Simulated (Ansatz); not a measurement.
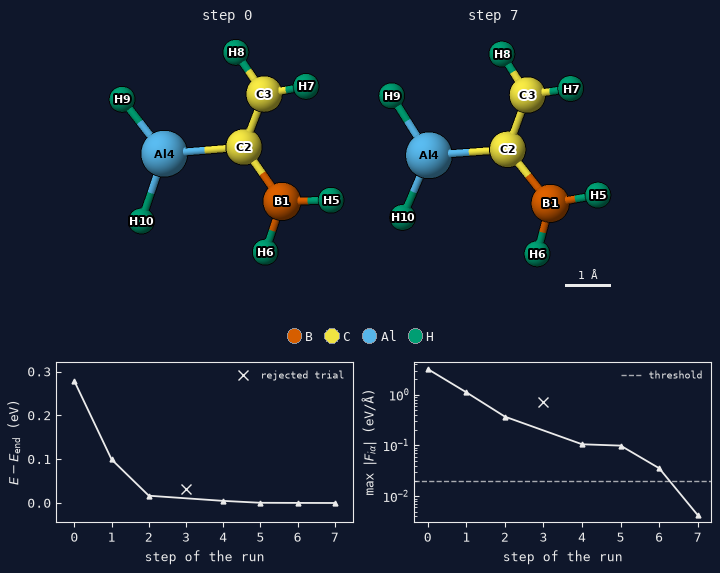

First and last geometry of a relaxation of C₂H₆AlB, with the history of the run. The picture is a ball-and-stick view, seen at a tilt.

The run prepares the start of a later molecular dynamics calculation, from a guessed geometry.

The calculation used Ansatz 0.2.0, RHF/def2-SVP. Settings: no spin polarisation; force threshold 0.02 eV/Å; at most 40 steps.

Question: Did the run converge, and what did it change?

Answer: It converged. The energy falls by 0.278 eV in 6 accepted moves (7 points after the start). The largest force component goes from 3.2 to 0.0042 eV/Å. The line search rejected the trial step at point 3 of the run. H6 moves most after the best rigid fit: 0.15 Å. Largest moves by element: H 0.15 Å, C 0.08 Å, B 0.07 Å, Al 0.05 Å. Near-neighbour distances that change, for instance: C3–H8 1.148 → 1.088 Å, B1–C2 1.506 → 1.564 Å, Al4–H10 1.638 → 1.581 Å, C2–Al4 2.012 → 1.961 Å. Among the angles between lasting bonds that change: C2–Al4–H9 122.9° → 118.3°, C2–Al4–H10 117.1° → 121.6°, C2–C3–H8 118.9° → 123.3°.

Limits of the set-up: Hartree-Fock leaves out electron correlation.
